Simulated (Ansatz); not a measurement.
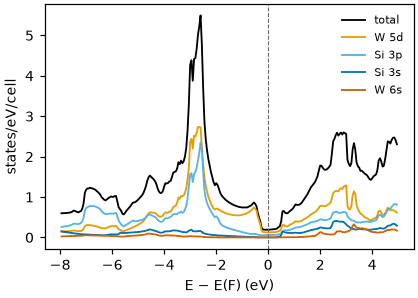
Fig. 1. Total and projected density of states of Si2W (MoSi2 or CaC2 type, I4/mmm), the program Ansatz at the r²SCAN level (PAW)

Problem. Which orbitals carry the states next to the Fermi level?

Solution. Within 0.5 eV of the Fermi level: W 5d 74 %, Si 3p 21 %. Projections are on Löwdin-orthogonalised atomic valence shells; empty p or d shells of many metals are not among them.

Problem. Where is the tallest occupied peak in this window, and what makes it?

Solution. Near -2.6 eV, about 5.5 states/eV per cell; the largest projected share is W 5d.

Symmetry was held in the r²SCAN relaxation; of distortions, only those at the zone centre were tested. No spin polarisation was allowed. Spin–orbit coupling is left out wherever it is not named.

Potentials: the later of the program's two PAW sets.
